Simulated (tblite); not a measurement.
## Geometry relaxation, with input and output: C6H8OSSi (part 1 of 2)

The run: geometry relaxation of C6H8OSSi, SMILES O=c1ccscc1C[SiH3]. Method and program: GFN2-xTB geometry optimisation, gas phase (tblite 0.8.0).

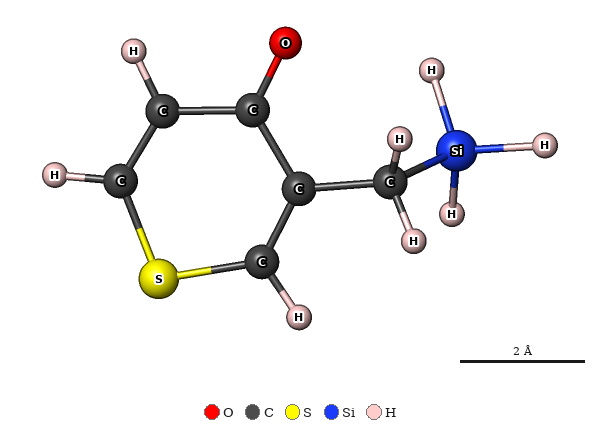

Figure 1. The structure as given in the input (ball-and-stick view, seen on its broad side). Bond lengths as drawn: C–C 1.34 to 1.51 Å, C–H 1.08 to 1.09 Å, C–O 1.23 Å, C–S 1.70 to 1.72 Å, C–Si 1.88 Å and H–Si 1.48 to 1.50 Å.

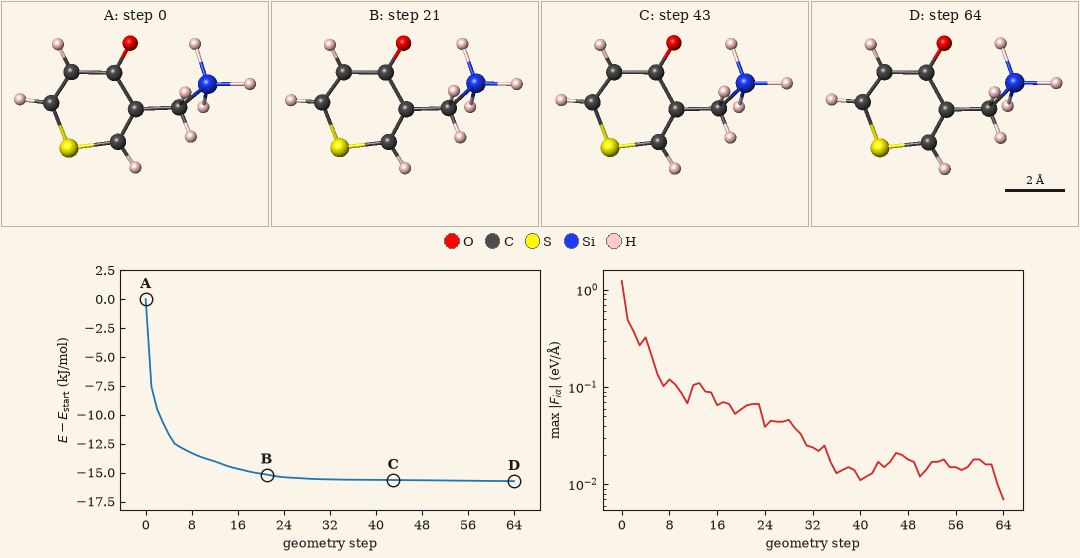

Figure 2. Frames of the relaxation (ball-and-stick view, seen on its broad side) above the curves, on which the letters mark them (steps are counted from 0).

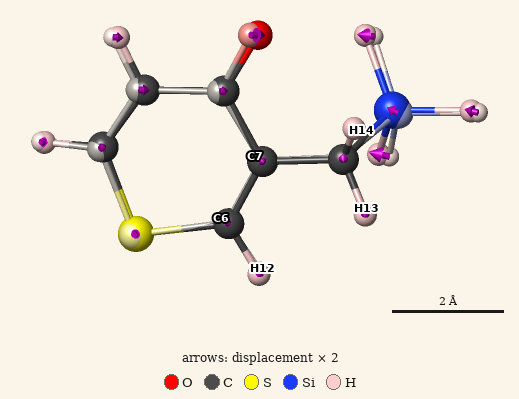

Figure 3. Start (faint) and end (solid) with the displacements as pink arrows, magnified 2 times (ball-and-stick view, seen on its broad side). The two geometries are laid on each other by the best rigid fit. Over 64 geometry steps the energy falls by 15.7 kJ/mol. The largest force component goes from 1.2 to 0.007 eV/Å. H16 moves most after the best rigid fit: 0.20 Å. By element the largest moves are H 0.20 Å, O 0.18 Å, Si 0.11 Å, C 0.11 Å, S 0.08 Å. Among the contacts that change: C8–Si9 1.878 → 1.917 Å, Si9–H15 1.500 → 1.464 Å, C2–C3 1.487 → 1.454 Å, C7–C8 1.511 → 1.483 Å. Among the angles that change: C3–C4–H11 116.9° → 122.2°, C7–C8–Si9 115.1° → 110.5°, H13–C8–H14 105.0° → 108.7°. (Atoms are counted from 1 in the order of the input.)

These pictures come from the run below.

Input file:
```
{"job": {"kind": "relax", "xc": "GFN2-xTB", "basis": "xTB"}, "charge": 0, "multiplicity": 1}
O      0.353000     0.236300     2.226300
C      0.825300    -0.013900     1.120300
C      2.120800    -0.741300     1.060800
C      2.739600    -1.022300    -0.090000
S      2.202800    -0.634800    -1.656500
C      0.702500     0.150600    -1.336900
C      0.153000     0.381600    -0.137800
C     -1.163800     1.106700     0.015200
Si    -2.642900     0.004800     0.368400
H      2.529300    -1.025000     2.019100
H      3.682100    -1.565900    -0.022900
H      0.170400     0.481200    -2.219900
H     -1.392200     1.665400    -0.896500
H     -1.080700     1.861000     0.794900
H     -3.874200     0.848800     0.511100
H     -2.863600    -0.914900    -0.765600
H     -2.468400    -0.806300     1.595900
```

The first line tells a small driver script what to run in tblite; the rest is the geometry in Å.

Launched with:
```bash
OMP_NUM_THREADS=1 python <driver script> task.json out
```

What the program printed:
```
step      E/eV     max force
  0    -705.42090    1.487
  1    -705.49950    0.558
  2    -705.51965    0.514
  3    -705.53149    0.365
  4    -705.54192    0.352
  5    -705.55027    0.213
  6    -705.55351    0.157
  7    -705.55627    0.114
  8    -705.55882    0.123
  9    -705.56114    0.109
 10    -705.56308    0.115
 11    -705.56467    0.096
 12    -705.56627    0.111
 13    -705.56816    0.117
 14    -705.57010    0.100
 15    -705.57169    0.098
 16    -705.57294    0.089
 17    -705.57416    0.086
 18    -705.57542    0.069
 19    -705.57647    0.067
 20    -705.57730    0.067
 21    -705.57811    0.073
 22    -705.57903    0.070
 23    -705.57990    0.070
 24    -705.58048    0.051
 25    -705.58083    0.049
 26    -705.58110    0.049
 27    -705.58140    0.044
 28    -705.58173    0.053
 29    -705.58202    0.047
 30    -705.58222    0.034
 31    -705.58233    0.029
 32    -705.58242    0.025
 33    -705.58252    0.026
 34    -705.58263    0.026
 35    -705.58270    0.018
 36    -705.58275    0.014
 37    -705.58278    0.015
 38    -705.58281    0.017
 39    -705.58285    0.016
 40    -705.58289    0.013
 41    -705.58292    0.016
 42    -705.58295    0.015
 43    -705.58299    0.019
 44    -705.58304    0.018
 45    -705.58308    0.019
 46    -705.58313    0.023
 47    -705.58317    0.022
 48    -705.58322    0.020
 49    -705.58327    0.020
 50    -705.58331    0.015
 51    -705.58336    0.014
 52    -705.58341    0.019
 53    -705.58347    0.021
 54    -705.58352    0.021
 55    -705.58358    0.017
 56    -705.58362    0.018
 57    -705.58368    0.018
 58    -705.58373    0.017
 59    -705.58378    0.021
 60    -705.58383    0.021
 61    -705.58389    0.020
 62    -705.58394    0.020
 63    -705.58396    0.012
 64    -705.58398    0.009
```

Trajectory as extended XYZ (Å, eV, eV/Å), 29 of the 65 frames kept, from step=0 to step=64:
```
17
Properties=species:S:1:pos:R:3:forces:R:3 step=0 energy=-705.42090
O     0.3530    0.2363    2.2263   -0.2360   0.0970  -0.3590
C     0.8253   -0.0139    1.1203    0.4180  -0.3060   0.5670
C     2.1208   -0.7413    1.0608   -1.2350   0.7060  -0.4330
C     2.7396   -1.0223   -0.0900    0.7410  -0.5170   0.7960
S     2.2028   -0.6348   -1.6565   -0.0300   0.0010  -0.4940
C     0.7025    0.1506   -1.3369   -0.3580   0.1720  -0.1700
C     0.1530    0.3816   -0.1378   -0.1610   0.2040   0.8970
C    -1.1638    1.1067    0.0152    0.7740   0.2990  -0.4980
Si   -2.6429    0.0048    0.3684   -0.9450  -0.6510   0.6070
H     2.5293   -1.0250    2.0191    0.0060   0.0160  -0.0960
H     3.6821   -1.5659   -0.0229   -0.1600   0.1510  -0.4440
H     0.1704    0.4812   -2.2199    0.2230  -0.1150  -0.1210
H    -1.3922    1.6654   -0.8965    0.1520  -0.0720  -0.1330
H    -1.0807    1.8610    0.7949    0.1550  -0.1500   0.2370
H    -3.8742    0.8488    0.5111    0.5300  -0.2200  -0.0780
H    -2.8636   -0.9149   -0.7656    0.1100   0.1270   0.0620
H    -2.4684   -0.8063    1.5959    0.0170   0.2580  -0.3400
17
Properties=species:S:1:pos:R:3:forces:R:3 step=2 energy=-705.51965
O     0.3426    0.2406    2.2249   -0.1530   0.0260  -0.0960
C     0.8312   -0.0191    1.1285   -0.3730   0.1910   0.2980
C     2.0963   -0.7277    1.0529    0.0260  -0.0410   0.0590
C     2.7505   -1.0312   -0.0732   -0.1140   0.0330  -0.1450
S     2.2023   -0.6357   -1.6652   -0.0870  -0.0240   0.1820
C     0.6919    0.1551   -1.3314    0.0490  -0.0370  -0.0930
C     0.1547    0.3854   -0.1221   -0.0170   0.1190   0.2120
C    -1.1476    1.1127    0.0061   -0.0770  -0.0760   0.0670
Si   -2.6650   -0.0106    0.3832    0.0550  -0.0270   0.0040
H     2.5262   -1.0223    2.0112   -0.1680   0.1220  -0.2510
H     3.6831   -1.5646   -0.0355    0.1410  -0.0400  -0.2110
H     0.1761    0.4785   -2.2256    0.1350  -0.0680  -0.0340
H    -1.3868    1.6637   -0.9027    0.1740  -0.0400  -0.1620
H    -1.0758    1.8555    0.8017    0.1140  -0.1550   0.1170
H    -3.8589    0.8429    0.5090    0.1870  -0.0260  -0.0200
H    -2.8603   -0.9112   -0.7638    0.0610   0.0490   0.0190
H    -2.4676   -0.8000    1.5880    0.0470  -0.0050   0.0540
17
Properties=species:S:1:pos:R:3:forces:R:3 step=5 energy=-705.55027
O     0.3130    0.2487    2.2335   -0.0820  -0.0190   0.0350
C     0.8099   -0.0086    1.1446    0.0390  -0.0050  -0.1530
C     2.0815   -0.7215    1.0459   -0.0740   0.0460   0.0050
C     2.7458   -1.0334   -0.0756   -0.0610   0.0200   0.0160
S     2.1921   -0.6387   -1.6549   -0.0260  -0.0280  -0.1080
C     0.6896    0.1545   -1.3229    0.0390   0.0010  -0.0630
C     0.1552    0.3964   -0.1125   -0.1290  -0.0220   0.0170
C    -1.1505    1.1103    0.0068    0.0360   0.0330  -0.0410
Si   -2.6607   -0.0187    0.3871    0.2110   0.0210  -0.0190
H     2.5112   -1.0111    1.9917    0.0070  -0.0060   0.1350
H     3.6909   -1.5640   -0.0635   -0.1520   0.0950  -0.0380
H     0.1920    0.4703   -2.2316    0.0520  -0.0400   0.0750
H    -1.3644    1.6563   -0.9170    0.0700  -0.0330   0.0850
H    -1.0631    1.8366    0.8166   -0.0210  -0.0500   0.0120
H    -3.8362    0.8410    0.5066   -0.0050   0.0770   0.0120
H    -2.8521   -0.9060   -0.7625    0.0430  -0.0480  -0.0540
H    -2.4613   -0.8000    1.5938    0.0510  -0.0430   0.0840
17
Properties=species:S:1:pos:R:3:forces:R:3 step=7 energy=-705.55627
O     0.3029    0.2488    2.2342   -0.0050  -0.0420  -0.1020
C     0.8043   -0.0054    1.1440   -0.0010  -0.0360  -0.0210
C     2.0757   -0.7185    1.0452   -0.0090   0.0180   0.0770
C     2.7400   -1.0320   -0.0766   -0.1000   0.0530   0.0160
S     2.1881   -0.6410   -1.6571   -0.0010  -0.0360  -0.0680
C     0.6911    0.1543   -1.3214   -0.0040   0.0030  -0.0050
C     0.1506    0.3970   -0.1129    0.0400  -0.0760  -0.0020
C    -1.1500    1.1111    0.0061    0.0950   0.0170   0.0020
Si   -2.6486   -0.0193    0.3867   -0.0410  -0.0500   0.0550
H     2.5074   -1.0084    1.9938   -0.0320   0.0230   0.0420
H     3.6849   -1.5589   -0.0719   -0.0970   0.0520   0.0140
H     0.1980    0.4666   -2.2299   -0.0250   0.0090  -0.0100
H    -1.3554    1.6533   -0.9167    0.0010   0.0640   0.0010
H    -1.0612    1.8295    0.8208   -0.0270   0.0130   0.0190
H    -3.8304    0.8445    0.5067    0.0970  -0.0010   0.0030
H    -2.8475   -0.9073   -0.7649    0.0600  -0.0200  -0.0090
H    -2.4568   -0.8023    1.5998    0.0480   0.0130  -0.0110
17
Properties=species:S:1:pos:R:3:forces:R:3 step=9 energy=-705.56114
O     0.2932    0.2460    2.2289   -0.0520  -0.0110  -0.0040
C     0.8001   -0.0059    1.1415   -0.0130  -0.0650   0.0320
C     2.0705   -0.7147    1.0491    0.0360  -0.0160   0.0310
C     2.7281   -1.0270   -0.0766   -0.0260   0.0210  -0.0290
S     2.1842   -0.6457   -1.6632   -0.0160  -0.0280   0.0590
C     0.6925    0.1538   -1.3215   -0.0130  -0.0230  -0.0800
C     0.1494    0.3922   -0.1144    0.0850  -0.0050  -0.0150
C    -1.1441    1.1126    0.0056   -0.0120  -0.0350   0.0180
Si   -2.6399   -0.0229    0.3892   -0.0710  -0.0400   0.0020
H     2.5020   -1.0044    1.9995   -0.0360   0.0370  -0.0210
H     3.6722   -1.5506   -0.0775   -0.0130  -0.0020   0.0520
H     0.2008    0.4644   -2.2291   -0.0770   0.0480  -0.0600
H    -1.3476    1.6556   -0.9156   -0.0200   0.0850  -0.0140
H    -1.0616    1.8247    0.8257    0.0090   0.0340   0.0120
H    -3.8187    0.8477    0.5071    0.1060  -0.0270   0.0040
H    -2.8390   -0.9098   -0.7674    0.0660   0.0090   0.0440
H    -2.4491   -0.8038    1.6046    0.0470   0.0190  -0.0320
17
Properties=species:S:1:pos:R:3:forces:R:3 step=11 energy=-705.56467
O     0.2816    0.2427    2.2245   -0.0610  -0.0210   0.0430
C     0.7960   -0.0103    1.1413   -0.0340  -0.0140   0.0060
C     2.0674   -0.7123    1.0530   -0.0190  -0.0090  -0.0070
C     2.7176   -1.0223   -0.0770    0.0660  -0.0360  -0.0010
S     2.1800   -0.6513   -1.6655   -0.0220  -0.0190   0.0380
C     0.6920    0.1523   -1.3265   -0.0550  -0.0060  -0.0600
C     0.1526    0.3886   -0.1172   -0.0110   0.0630  -0.0290
C    -1.1398    1.1122    0.0057   -0.0410  -0.0040  -0.0080
Si   -2.6356   -0.0281    0.3912    0.0610   0.0100  -0.0340
H     2.4962   -0.9992    2.0037    0.0130   0.0160  -0.0070
H     3.6610   -1.5440   -0.0786    0.0510  -0.0350   0.0590
H     0.1981    0.4657   -2.2322   -0.0680   0.0460  -0.0490
H    -1.3423    1.6623   -0.9144   -0.0180   0.0300   0.0470
H    -1.0612    1.8224    0.8300    0.0300  -0.0080  -0.0290
H    -3.8031    0.8492    0.5079    0.0170   0.0080   0.0120
H    -2.8278   -0.9117   -0.7668    0.0480  -0.0160   0.0270
H    -2.4397   -0.8041    1.6068    0.0420  -0.0040  -0.0090
17
Properties=species:S:1:pos:R:3:forces:R:3 step=14 energy=-705.57010
O     0.2568    0.2322    2.2204   -0.0050  -0.0670  -0.0660
C     0.7839   -0.0173    1.1412   -0.0170   0.0630  -0.0650
C     2.0599   -0.7105    1.0571   -0.0430   0.0010  -0.0430
C     2.7104   -1.0202   -0.0745    0.0060  -0.0300   0.0720
S     2.1700   -0.6628   -1.6647   -0.0310  -0.0070  -0.0320
C     0.6816    0.1500   -1.3406   -0.0270   0.0240   0.0620
C     0.1551    0.3919   -0.1254   -0.0880   0.0130   0.0000
C    -1.1371    1.1132    0.0044    0.0370   0.0900  -0.0210
Si   -2.6210   -0.0342    0.3909    0.0660   0.0350   0.0210
H     2.4901   -0.9890    2.0089    0.0310  -0.0040   0.0020
H     3.6543   -1.5407   -0.0699    0.0580  -0.0250   0.0280
H     0.1834    0.4745   -2.2440    0.0270  -0.0260   0.0420
H    -1.3391    1.6779   -0.9061   -0.0420   0.0030   0.0010
H    -1.0559    1.8182    0.8321    0.0270  -0.0040   0.0130
H    -3.7777    0.8522    0.5111   -0.0520   0.0100   0.0100
H    -2.8032   -0.9185   -0.7626    0.0190  -0.0590  -0.0310
H    -2.4185   -0.8048    1.6076    0.0350  -0.0190   0.0040
17
Properties=species:S:1:pos:R:3:forces:R:3 step=16 energy=-705.57294
O     0.2426    0.2223    2.2150   -0.0100  -0.0410  -0.0640
C     0.7761   -0.0173    1.1368    0.0140  -0.0050  -0.0320
C     2.0534   -0.7097    1.0577    0.0250  -0.0020  -0.0290
C     2.7085   -1.0220   -0.0706   -0.0330  -0.0100  -0.0050
S     2.1624   -0.6694   -1.6646   -0.0110  -0.0200   0.0260
C     0.6745    0.1500   -1.3449    0.0440   0.0010   0.0430
C     0.1511    0.3953   -0.1299   -0.0110  -0.0090   0.0110
C    -1.1348    1.1193    0.0028   -0.0070   0.0650   0.0100
Si   -2.6091   -0.0348    0.3913   -0.0460   0.0000   0.0160
H     2.4886   -0.9835    2.0106   -0.0200   0.0140  -0.0300
H     3.6552   -1.5410   -0.0626   -0.0060   0.0080   0.0090
H     0.1769    0.4778   -2.2478    0.0490  -0.0440   0.0480
H    -1.3408    1.6869   -0.9019   -0.0480   0.0410  -0.0630
H    -1.0507    1.8163    0.8342    0.0210   0.0550   0.0590
H    -3.7677    0.8541    0.5136   -0.0150  -0.0360   0.0020
H    -2.7886   -0.9258   -0.7617    0.0230  -0.0140   0.0110
H    -2.4047   -0.8065    1.6081    0.0320  -0.0040  -0.0120
17
Properties=species:S:1:pos:R:3:forces:R:3 step=18 energy=-705.57542
O     0.2299    0.2109    2.2063   -0.0240  -0.0090   0.0180
C     0.7709   -0.0177    1.1299   -0.0020  -0.0640   0.0270
C     2.0488   -0.7086    1.0568    0.0490   0.0060  -0.0300
C     2.7058   -1.0250   -0.0686   -0.0220   0.0020  -0.0460
S     2.1555   -0.6765   -1.6631    0.0260  -0.0400   0.0270
C     0.6721    0.1501   -1.3447    0.0560  -0.0170  -0.0120
C     0.1461    0.3981   -0.1329    0.0380   0.0320   0.0050
C    -1.1337    1.1299    0.0021   -0.0530   0.0040   0.0240
Si   -2.6015   -0.0349    0.3926   -0.0510  -0.0100  -0.0110
H     2.4860   -0.9779    2.0099   -0.0400   0.0190  -0.0170
H     3.6551   -1.5405   -0.0562   -0.0330   0.0120  -0.0100
H     0.1759    0.4768   -2.2471    0.0340  -0.0290  -0.0040
H    -1.3457    1.6970   -0.9026   -0.0180   0.0400  -0.0160
H    -1.0448    1.8188    0.8401    0.0030   0.0670   0.0150
H    -3.7616    0.8530    0.5158   -0.0130  -0.0550  -0.0010
H    -2.7748   -0.9329   -0.7602    0.0250   0.0320   0.0510
H    -2.3908   -0.8085    1.6078    0.0250   0.0080  -0.0210
17
Properties=species:S:1:pos:R:3:forces:R:3 step=21 energy=-705.57811
O     0.2123    0.1950    2.1988    0.0040  -0.0340   0.0440
C     0.7630   -0.0242    1.1252   -0.0290   0.0200   0.0160
C     2.0457   -0.7056    1.0539   -0.0400   0.0120   0.0050
C     2.7012   -1.0284   -0.0698    0.0080   0.0060   0.0190
S     2.1500   -0.6901   -1.6617   -0.0020  -0.0180  -0.0530
C     0.6735    0.1491   -1.3454   -0.0100   0.0070  -0.0030
C     0.1442    0.4053   -0.1364    0.0090   0.0180  -0.0010
C    -1.1358    1.1426    0.0031    0.0370  -0.0100  -0.0050
Si   -2.5957   -0.0355    0.3940    0.0450   0.0310   0.0170
H     2.4790   -0.9693    2.0086   -0.0010   0.0020   0.0190
H     3.6515   -1.5389   -0.0503    0.0070  -0.0150  -0.0270
H     0.1784    0.4727   -2.2485    0.0300  -0.0090  -0.0390
H    -1.3525    1.7128   -0.9018    0.0180  -0.0070   0.0650
H    -1.0385    1.8286    0.8460   -0.0290   0.0150  -0.0640
H    -3.7569    0.8455    0.5186   -0.0640  -0.0340   0.0030
H    -2.7552   -0.9381   -0.7535    0.0060   0.0120   0.0000
H    -2.3710   -0.8097    1.6052    0.0120   0.0040   0.0020
17
Properties=species:S:1:pos:R:3:forces:R:3 step=23 energy=-705.57990
O     0.2016    0.1818    2.1987    0.0110  -0.0410  -0.0100
C     0.7556   -0.0280    1.1246    0.0120   0.0620  -0.0030
C     2.0421   -0.7028    1.0518   -0.0400  -0.0130   0.0220
C     2.6986   -1.0299   -0.0704    0.0000   0.0090   0.0350
S     2.1472   -0.7010   -1.6643   -0.0430   0.0140  -0.0060
C     0.6752    0.1486   -1.3464   -0.0300   0.0140   0.0040
C     0.1451    0.4122   -0.1383   -0.0050  -0.0330   0.0020
C    -1.1354    1.1496    0.0041    0.0670   0.0080  -0.0170
Si   -2.5900   -0.0331    0.3961    0.0320   0.0270   0.0310
H     2.4734   -0.9633    2.0086    0.0120  -0.0020   0.0060
H     3.6494   -1.5393   -0.0492    0.0100  -0.0150  -0.0160
H     0.1837    0.4686   -2.2530    0.0160   0.0080  -0.0220
H    -1.3560    1.7232   -0.8962    0.0190  -0.0100   0.0070
H    -1.0373    1.8384    0.8441   -0.0210   0.0000  -0.0300
H    -3.7609    0.8357    0.5205   -0.0470  -0.0320   0.0030
H    -2.7422   -0.9390   -0.7478    0.0000   0.0010  -0.0330
H    -2.3572   -0.8097    1.6030    0.0070   0.0030   0.0250
17
Properties=species:S:1:pos:R:3:forces:R:3 step=25 energy=-705.58083
O     0.1969    0.1734    2.1989   -0.0050  -0.0100  -0.0210
C     0.7530   -0.0271    1.1242    0.0270   0.0050  -0.0010
C     2.0389   -0.7022    1.0517    0.0150  -0.0160   0.0130
C     2.6973   -1.0301   -0.0695   -0.0060   0.0030   0.0020
S     2.1438   -0.7057   -1.6653   -0.0230   0.0100   0.0410
C     0.6750    0.1489   -1.3470   -0.0150   0.0030  -0.0090
C     0.1455    0.4143   -0.1390    0.0010  -0.0130   0.0020
C    -1.1325    1.1532    0.0039    0.0000   0.0090  -0.0060
Si   -2.5857   -0.0305    0.3984   -0.0060  -0.0070   0.0060
H     2.4711   -0.9605    2.0090    0.0070  -0.0030   0.0020
H     3.6486   -1.5402   -0.0498   -0.0130  -0.0020  -0.0030
H     0.1876    0.4669   -2.2564   -0.0060   0.0210  -0.0080
H    -1.3564    1.7276   -0.8935    0.0200  -0.0030  -0.0450
H    -1.0378    1.8436    0.8416    0.0030   0.0080   0.0100
H    -3.7659    0.8286    0.5216   -0.0100  -0.0380   0.0030
H    -2.7360   -0.9387   -0.7464    0.0050   0.0220  -0.0100
H    -2.3502   -0.8095    1.6035    0.0060   0.0110   0.0240
17
Properties=species:S:1:pos:R:3:forces:R:3 step=27 energy=-705.58140
O     0.1936    0.1681    2.1974   -0.0100   0.0160  -0.0030
C     0.7534   -0.0262    1.1237   -0.0050  -0.0430  -0.0030
C     2.0378   -0.7029    1.0528    0.0320   0.0070   0.0040
C     2.6961   -1.0300   -0.0683   -0.0020  -0.0080  -0.0110
S     2.1400   -0.7074   -1.6633    0.0110  -0.0060   0.0100
C     0.6732    0.1494   -1.3479   -0.0030   0.0000  -0.0060
C     0.1455    0.4144   -0.1394   -0.0030   0.0270  -0.0010
C    -1.1306    1.1559    0.0031   -0.0440   0.0040   0.0030
Si   -2.5831   -0.0296    0.4003   -0.0060  -0.0180  -0.0090
H     2.4706   -0.9593    2.0098    0.0090  -0.0100   0.0160
H     3.6470   -1.5409   -0.0505   -0.0140  -0.0020   0.0000
H     0.1889    0.4679   -2.2589   -0.0160   0.0210   0.0050
H    -1.3545    1.7296   -0.8951    0.0220  -0.0110  -0.0330
H    -1.0379    1.8466    0.8408    0.0140   0.0080   0.0060
H    -3.7691    0.8220    0.5225    0.0020  -0.0320   0.0040
H    -2.7320   -0.9370   -0.7468    0.0090   0.0280   0.0050
H    -2.3459   -0.8084    1.6058    0.0040   0.0180   0.0110
```
